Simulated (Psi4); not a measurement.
**BNH4 (charge +1): single-point calculation**

- system: BNH4, charge +1, multiplicity 2
- method: wB97M-V/def2-TZVPP, UKS (Psi4 1.11)

The geometry is that of the parent species in another charge or spin state. The geometry comes from this level: PBE0-D4/def2-TZVP.

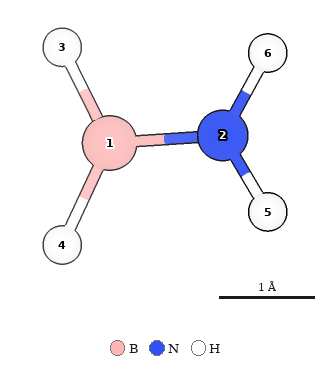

**Figure 1.** The structure as given in the input (ball-and-stick view, seen at a tilt; atoms are numbered from 1 in the order of the input).

### Summary

```csv
quantity,value
outcome,converged
total energy,−81.586564 hartree
basis functions,118
⟨S²⟩,0.755
hardware,"1 thread of Intel Xeon (Granite Rapids), 176 GiB of memory available, shared host"
wall time,2 min
peak memory,0.91 GiB
```

### Input (calc.dat)
```
memory 1.6 GB

molecule {
  1 2
  B
  N 1 r2
  H 1 r3 2 a3
  H 1 r4 3 a4 2 d4
  H 2 r5 1 a5 4 d5
  H 2 r6 5 a6 1 d6

  r2 = 1.384924
  r3 = 1.197064
  a3 = 119.00323
  r4 = 1.197036
  a4 = 121.98914
  d4 = 179.99388
  r5 = 1.005873
  a5 = 123.23009
  d5 = 0.00539
  r6 = 1.005781
  a6 = 113.53278
  d6 = -179.99309
  symmetry c1
}

set reference uks
set puream true
set e_convergence 1e-09
set d_convergence 1e-08
set scf_type pk
set dft_radial_points 99
set dft_spherical_points 590
set maxiter 200

energy("wb97m-v/def2-TZVPP")
```

Run as:
```bash
psi4 -n 1 calc.dat calc.out
```

### The program's output
```
Psi4 1.11 release

   => Loading Basis Set <=

    Name: DEF2-TZVPP
    Role: ORBITAL
    Keyword: BASIS

         ---------------------------------------------------------
                                   SCF
                              UKS Reference
                        1 Threads,   1525 MiB Core
         ---------------------------------------------------------

  ==> Geometry <==

    Molecular point group: c1
    Full point group: C1

    Geometry (in Angstrom), charge = 1, multiplicity = 2:

       Center              X                  Y                   Z               Mass
    ------------   -----------------  -----------------  -----------------  -----------------
         B           -0.000000095954     0.000002624191    -0.761813680230    11.009305360000
         N           -0.000000095954     0.000002624191     0.623110319770    14.003074004430
         H           -0.000000095954     1.046945671010    -1.342220844912     1.007825032230
         H           -0.000108540549    -1.046871357118    -1.342287659659     1.007825032230
         H           -0.000008102379    -0.841386637583     1.174331330106     1.007825032230
         H            0.000119120289     0.841247196050     1.174384277133     1.007825032230

  Running in c1 symmetry.

  Rotational constants: A =      4.63645  B =      0.92433  C =      0.77069 [cm^-1]
  Rotational constants: A = 138997.20581  B =  27710.84368  C =  23104.64226 [MHz]
  Nuclear repulsion =   32.316088889946727

  Charge       = 1
  Multiplicity = 2
  Electrons    = 15
  Nalpha       = 8
  Nbeta        = 7

  ==> Algorithm <==

  SCF Algorithm Type is PK.
  DIIS enabled.
  MOM disabled.
  Fractional occupation disabled.
  Guess Type is SAD.
  Energy threshold   = 1.00e-09
  Density threshold  = 1.00e-08
  Integral threshold = 1.00e-12

  ==> Primary Basis <==

  Basis Set: DEF2-TZVPP
    Blend: DEF2-TZVPP
    Number of shells: 46
    Number of basis functions: 118
    Number of Cartesian functions: 132
    Spherical Harmonics?: true
    Max angular momentum: 3

  ==> DFT Potential <==

   => LibXC <=

    Version 7.1.2

   => Composite Functional: WB97M-V <=

    wB97M-V Hyb-GGA Exchange-Correlation Functional

    Deriv               =              1
    GGA                 =           TRUE
    Meta                =           TRUE

    Exchange Hybrid     =           TRUE
    MP2 Hybrid          =          FALSE

   => Exchange-Correlation Functionals <=

    1.0000   wB97M-V exchange-correlation functional

   => Exact (HF) Exchange <=

    0.8500            HF,LR [omega = 0.3000]
    0.1500               HF

   => LibXC Density Thresholds  <==

    XC_HYB_MGGA_XC_WB97M_V:  1.00E-13

   => VV10 Non-Local Parameters <=

    VV10 B              =     6.0000E+00
    VV10 C              =     1.0000E-02

   => Molecular Quadrature <=

    Radial Scheme          =       TREUTLER
    Pruning Scheme         =           NONE
    Nuclear Scheme         =       TREUTLER

    Blocking Scheme        =         OCTREE
    BS radius alpha        =              1
    Pruning alpha          =              1
    Radial Points          =             99
    Spherical Points       =            590
    Total Points           =         336519
    Total Blocks           =           2451
    Max Points             =            256
    Max Functions          =            118
    Weights Tolerance      =       1.00E-15

  ==> Integral Setup <==

  Using in-core PK algorithm.
   Calculation information:
      Number of atoms:                   6
      Number of AO shells:              46
      Number of primitives:             72
      Number of atomic orbitals:       132
      Number of basis functions:       118

      Integral cutoff                 1.00e-12
      Number of threads:                 1

  Performing in-core PK
  Using 73952193 doubles for integral storage.
  We computed 581239 shell quartets total.
  Whereas there are 584821 unique shell quartets.

  Computing range-separated integrals for PK
  We computed 581239 wK shell quartets total.
  Whereas there are 584821 wK unique shell quartets.

  ==> DiskJK: Disk-Based J/K Matrices <==

    J tasked:                  Yes
    K tasked:                  Yes
    wK tasked:                 Yes
    Omega:               3.000E-01
    Memory [MiB]:             1029
    Schwarz Cutoff:          1E-12

  Cached 4.4% of DFT collocation blocks in 0.109 [GiB].

  Minimum eigenvalue in the overlap matrix is 5.5524865458E-04.
  Reciprocal condition number of the overlap matrix is 7.6475272237E-05.
    Using symmetric orthogonalization.

  ==> Pre-Iterations <==

  SCF Guess: Superposition of Atomic Densities via on-the-fly atomic UHF (no occupation information).

   -------------------------
    Irrep   Nso     Nmo
   -------------------------
     A        118     118
   -------------------------
    Total     118     118
   -------------------------

  ==> Iterations <==

                        Total Energy        Delta E     RMS |[F,P]|

   @UKS iter SAD:   -81.28542053120360   -8.12854e+01   0.00000e+00
   @UKS iter   1:   -81.46590091920667   -1.80480e-01   4.61362e-03 ADIIS/DIIS
   @UKS iter   2:   -81.45886598357957    7.03494e-03   4.65921e-03 ADIIS/DIIS
   @UKS iter   3:   -81.58391673795680   -1.25051e-01   5.14487e-04 ADIIS/DIIS
   @UKS iter   4:   -81.58612442756889   -2.20769e-03   1.17714e-04 ADIIS/DIIS
   @UKS iter   5:   -81.58645330352367   -3.28876e-04   4.42798e-05 DIIS
   @UKS iter   6:   -81.58654918236300   -9.58788e-05   1.53967e-05 DIIS
   @UKS iter   7:   -81.58656361457901   -1.44322e-05   3.50037e-06 DIIS
   @UKS iter   8:   -81.58656420342545   -5.88846e-07   1.41676e-06 DIIS
   @UKS iter   9:   -81.58656432402776   -1.20602e-07   5.78271e-07 DIIS
   @UKS iter  10:   -81.58656435037213   -2.63444e-08   2.20417e-07 DIIS
   @UKS iter  11:   -81.58656435720744   -6.83531e-09   1.97256e-07 DIIS
   @UKS iter  12:   -81.58656435712984    7.75913e-11   1.97106e-07 DIIS
   @UKS iter  13:   -81.58656435710064    2.92033e-11   1.96964e-07 DIIS
   @UKS iter  14:   -81.58656434688987    1.02108e-08   1.20408e-07 DIIS
   @UKS iter  15:   -81.58656434130474    5.58514e-09   2.43510e-08 DIIS
   @UKS iter  16:   -81.58656434127037    3.43618e-11   6.14082e-09 DIIS
  Energy and wave function converged.

  ==> Post-Iterations <==

   Electrons on quadrature grid:
      Nalpha   =    8.0000000327 ; deviation = 3.274e-08
      Nbeta    =    6.9999999950 ; deviation = -5.001e-09
      Ntotal   =   15.0000000277 ; deviation = 2.774e-08

   @Spin Contamination Metric:   5.192312433E-03
   @S^2 Expected:                7.500000000E-01
   @S^2 Observed:                7.551923124E-01
   @S   Expected:                5.000000000E-01
   @S   Observed:                5.000000000E-01

    Orbital Energies [Eh]
    ---------------------

    Alpha Occupied:

       1A    -14.777130     2A     -7.228933     3A     -1.266290
       4A     -0.951015     5A     -0.898194     6A     -0.822564
       7A     -0.775083     8A     -0.675121

    Alpha Virtual:

       9A     -0.194954    10A     -0.116779    11A     -0.077704
      12A     -0.072806    13A     -0.043209    14A     -0.012831
      15A     -0.009430    16A      0.001564    17A      0.011861
      18A      0.144854    19A      0.165083    20A      0.170852
      21A      0.239586    22A      0.248309    23A      0.256417
      24A      0.313467    25A      0.316821    26A      0.322462
      27A      0.342365    28A      0.397452    29A      0.452444
      30A      0.490083    31A      0.491321    32A      0.525247
      33A      0.598748    34A      0.627704    35A      0.701738
      36A      0.743177    37A      0.819193    38A      0.821345
      39A      0.833043    40A      0.849208    41A      0.906608
      42A      1.016040    43A      1.020192    44A      1.107821
      45A      1.167401    46A      1.169472    47A      1.196400
      48A      1.230364    49A      1.247819    50A      1.365830
      51A      1.429587    52A      1.564402    53A      1.605344
      54A      1.647060    55A      1.691000    56A      1.747561
      57A      1.755678    58A      1.774642    59A      1.872619
      60A      1.887061    61A      1.898908    62A      1.965593
      63A      2.110206    64A      2.141561    65A      2.269405
      66A      2.272225    67A      2.403702    68A      2.479115
      69A      2.660008    70A      2.787744    71A      2.812869
      72A      2.918561    73A      2.946398    74A      3.022821
      75A      3.065626    76A      3.117099    77A      3.227737
      78A      3.254124    79A      3.259190    80A      3.366237
      81A      3.387958    82A      3.451222    83A      3.479034
      84A      3.504280    85A      3.596605    86A      3.603221
      87A      3.741727    88A      3.790552    89A      3.792269
      90A      3.835989    91A      3.860998    92A      3.866779
      93A      3.870586    94A      4.017450    95A      4.098441
      96A      4.153557    97A      4.158334    98A      4.244008
      99A      4.266626   100A      4.296712   101A      4.486679
     102A      4.487921   103A      4.523228   104A      4.528568
     105A      4.655508   106A      4.788372   107A      4.857725
     108A      4.915400   109A      5.338825   110A      5.379951
     111A      5.462182   112A      5.529556   113A      5.614703
     114A      6.010706   115A      6.305638   116A      6.381688
     117A     15.749352   118A     32.694310

    Beta Occupied:

       1A    -14.776980     2A     -7.225342     3A     -1.262243
       4A     -0.914190     5A     -0.874402     6A     -0.789194
       7A     -0.674312

    Beta Virtual:

       8A     -0.462388     9A     -0.186880    10A     -0.114800
      11A     -0.074756    12A     -0.069481    13A     -0.021934
      14A     -0.011856    15A     -0.006740    16A      0.009878
      17A      0.027727    18A      0.149383    19A      0.174915
      20A      0.183490    21A      0.248194    22A      0.264526
      23A      0.266783    24A      0.316362    25A      0.322326
      26A      0.325957    27A      0.346085    28A      0.423268
      29A      0.464559    30A      0.497577    31A      0.497850
      32A      0.545232    33A      0.603120    34A      0.636163
      35A      0.710182    36A      0.755471    37A      0.822851
      38A      0.832784    39A      0.833267    40A      0.850951
      41A      0.910272    42A      1.026519    43A      1.033409
      44A      1.110201    45A      1.173641    46A      1.190729
      47A      1.196671    48A      1.250716    49A      1.252247
      50A      1.369563    51A      1.438731    52A      1.593991
      53A      1.612405    54A      1.658742    55A      1.709441
      56A      1.769168    57A      1.770699    58A      1.795796
      59A      1.869813    60A      1.908437    61A      1.929192
      62A      1.998934    63A      2.127189    64A      2.164759
      65A      2.270821    66A      2.271197    67A      2.474644
      68A      2.499733    69A      2.747810    70A      2.828405
      71A      2.876104    72A      2.945494    73A      2.983442
      74A      3.032863    75A      3.127550    76A      3.138739
      77A      3.272884    78A      3.293782    79A      3.365121
      80A      3.399934    81A      3.445147    82A      3.511692
      83A      3.522939    84A      3.611383    85A      3.686686
      86A      3.686973    87A      3.753536    88A      3.842013
      89A      3.863520    90A      3.895350    91A      3.908900
      92A      3.923568    93A      3.936806    94A      4.032933
      95A      4.179219    96A      4.228344    97A      4.243157
      98A      4.258423    99A      4.366389   100A      4.401238
     101A      4.487334   102A      4.525284   103A      4.535856
     104A      4.604931   105A      4.731173   106A      4.791985
     107A      4.862804   108A      5.034150   109A      5.340884
     110A      5.396407   111A      5.468200   112A      5.532048
     113A      5.620242   114A      6.021851   115A      6.312043
     116A      6.389141   117A     15.760892   118A     32.694425

    Final Occupation by Irrep:
              A
    DOCC [     7 ]
    SOCC [     1 ]
    NA   [     8 ]
    NB   [     7 ]

  @UKS Final Energy:   -81.58656434127037

   => Energetics <=

    Nuclear Repulsion Energy =             32.3160888899467267
    One-Electron Energy =                -168.6603759331950982
    Two-Electron Energy =                  63.1238702536200904
    DFT Exchange-Correlation Energy =      -8.4281818509366619
    Empirical Dispersion Energy =           0.0000000000000000
    VV10 Nonlocal Energy =                  0.0620342992945569
    Total Energy =                        -81.5865643412703889

  UHF NO Occupations:
  HONO-2 :    6  A 1.9997680
  HONO-1 :    7  A 1.9978344
  HONO-0 :    8  A 1.0000000
  LUNO+0 :    9  A 0.0021656
  LUNO+1 :   10  A 0.0002320
  LUNO+2 :   11  A 0.0001446
  LUNO+3 :   12  A 0.0000494

Computation Completed

Properties will be evaluated at   0.000000,   0.000000,   0.000000 [a0]

Properties computed using the SCF density matrix

 Multipole Moments:

 ------------------------------------------------------------------------------------
     Multipole            Electronic (a.u.)      Nuclear  (a.u.)        Total (a.u.)
 ------------------------------------------------------------------------------------

 L = 1.  Multiply by 2.5417464519 to convert [e a0] to [Debye]
 Dipole X            :          0.0000396            0.0000023            0.0000420
 Dipole Y            :          0.0000900           -0.0000636            0.0000264
 Dipole Z            :         -0.9076772            0.4099023           -0.4977749
 Magnitude           :                                                    0.4977749

 ------------------------------------------------------------------------------------

	total time  =        119 seconds =       1.98 minutes

    Psi4 run time: 0:01:59.25
```
